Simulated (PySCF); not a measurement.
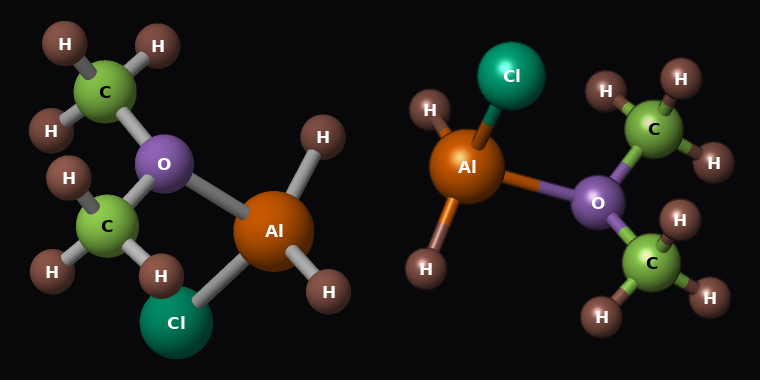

Two views of one molecule.

Identify the structure.

The molecule is C₂H₈AlClO. As SMILES it reads `C[O+](C)[AlH2-][Cl]`. Coordination, clear cases only: 2 C tetrahedral; 1 Al tetrahedral.

More results for the same structure follow; atom numbers are the same in all pictures, views and colours differ. Computed geometry: PBE0-D3(BJ)/def2-SVP optimisation. No frequency run is at hand to confirm it as a minimum.

Shape

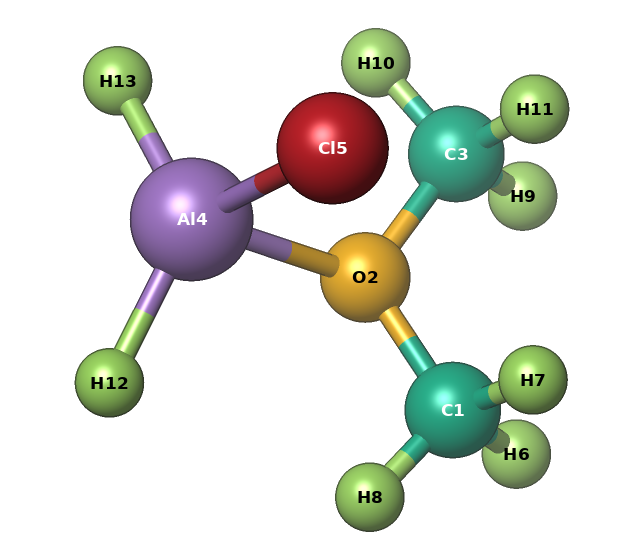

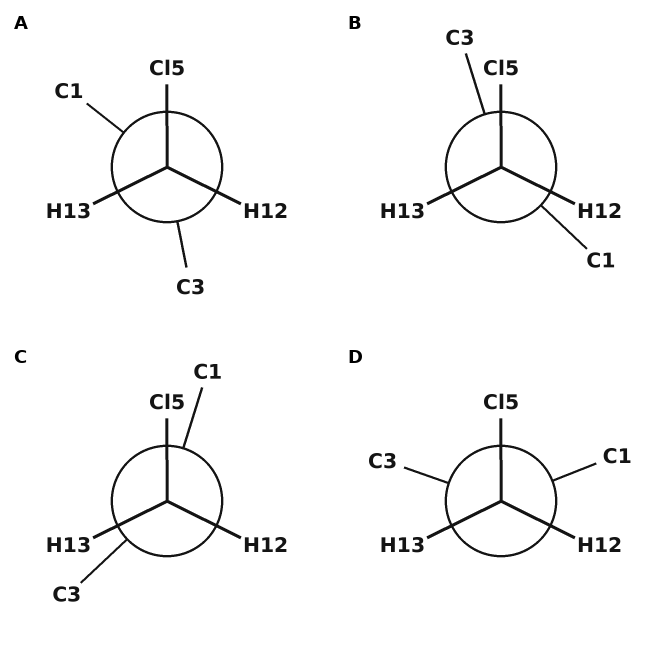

Depth is shown by fading: the farther an atom, the more it takes the colour of the background. Bonds that would overlap in a projection are set slightly apart. No frequency run is at hand to confirm it as a minimum.

Question: Which Newman projection shows the view along Al4–O2, with Al4 in front?

Answer: D. The torsion angle Cl5–Al4–O2–C1 is 68°, synclinal (gauche).

Bond orders

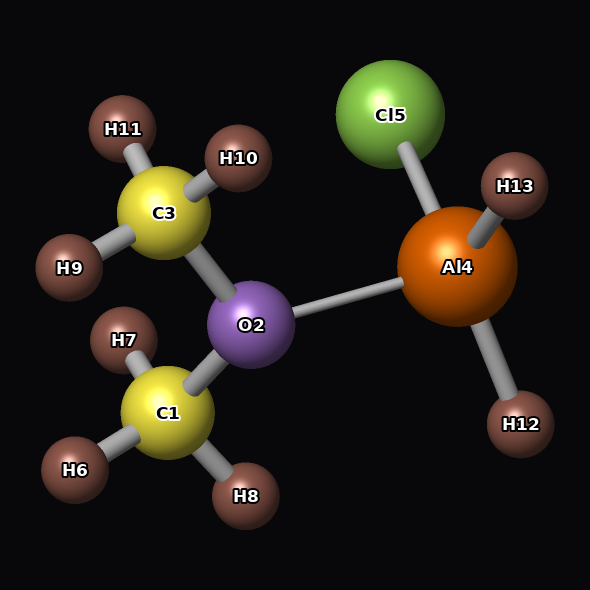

The thickness of each stick grows with its Mayer bond order. No frequency run is at hand to confirm it as a minimum. Method: PBE0/STO-3G (PySCF 2.14.0).

Question: Which bond has the lowest Mayer bond order?

Answer: O2–Al4, 0.35, at 1.977 Å.

List the Mayer bond orders of C1–O2, C1–H6, C1–H7, C1–H8, O2–C3, O2–Al4, C3–H9, C3–H10, C3–H11, Al4–Cl5, Al4–H12, Al4–H13. Atoms whose distances differ by more than 0.02 Å in this geometry are listed apart.

| bond | Mayer order | length (Å) |
| --- | --- | --- |
| C1–O2 | 0.93 | 1.426 |
| C1–H6 | 0.96 | 1.100 |
| C1–H7 | 0.95 | 1.101 |
| C1–H8 | 0.96 | 1.097 |
| O2–C3 | 0.93 | 1.425 |
| O2–Al4 | 0.35 | 1.977 |
| C3–H9 | 0.96 | 1.100 |
| C3–H10 | 0.96 | 1.096 |
| C3–H11 | 0.95 | 1.101 |
| Al4–Cl5 | 0.69 | 2.156 |
| Al4–H12 | 0.87 | 1.591 |
| Al4–H13 | 0.87 | 1.590 |

Levels of theory compared

No frequency run is at hand to confirm it as a minimum. Program: PySCF 2.14.0.

At this fixed geometry, give HOMO–LUMO gap (eV) at these levels: B3LYP/pcSseg-1; B97-D/pcSseg-1; BHandHLYP/pcSseg-1; BP86/pcSseg-1; KT2/pcSseg-1; KT3/pcSseg-1; LC-wPBE/pcSseg-1; LDA/pcSseg-1; OPBE/pcSseg-1; PBE/pcSseg-1; PBE0/STO-3G; mPW1PW91/pcSseg-1.

```tsv
level	HOMO–LUMO gap (eV)
B3LYP/pcSseg-1	7.61
B97-D/pcSseg-1	6.04
BHandHLYP/pcSseg-1	10.08
BP86/pcSseg-1	5.94
KT2/pcSseg-1	5.77
KT3/pcSseg-1	5.96
LC-wPBE/pcSseg-1	12.86
LDA/pcSseg-1	5.63
OPBE/pcSseg-1	6.07
PBE/pcSseg-1	5.86
PBE0/STO-3G	10.00
mPW1PW91/pcSseg-1	8.06
```

NMR shielding

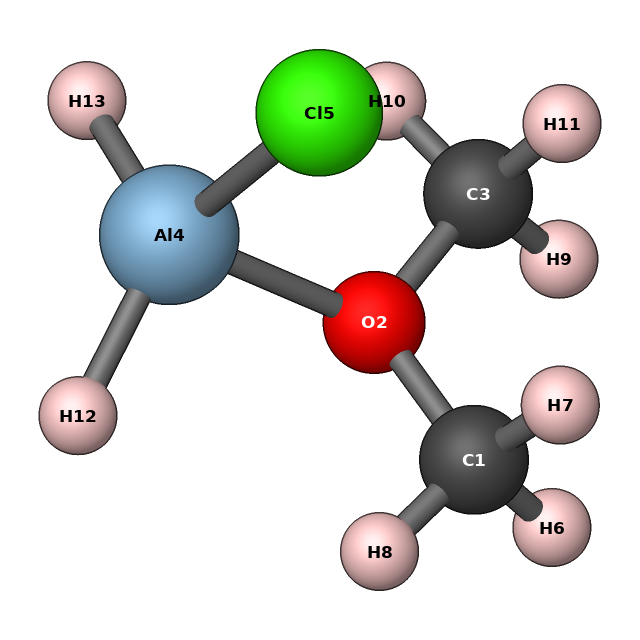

No frequency run is at hand to confirm it as a minimum. Properties computed with GIAO B97-2/pcSseg-1 NMR shielding, non-relativistic, gas phase (PySCF 2.14.0). Principal shieldings σ11 ≤ σ22 ≤ σ33, span Ω = σ33 − σ11, skew κ = 3(σiso − σ22)/Ω.

Give the shielding tensors of the C atoms.

```json
{"atom": "C1", "σ11": "91.2", "σ22": "95.3", "σ33": "179.3", "σiso": "122.0", "Ω": "88.1", "κ": "0.91"}
{"atom": "C3", "σ11": "91.0", "σ22": "95.5", "σ33": "179.8", "σiso": "122.1", "Ω": "88.8", "κ": "0.90"}
```

Shieldings and span in ppm.
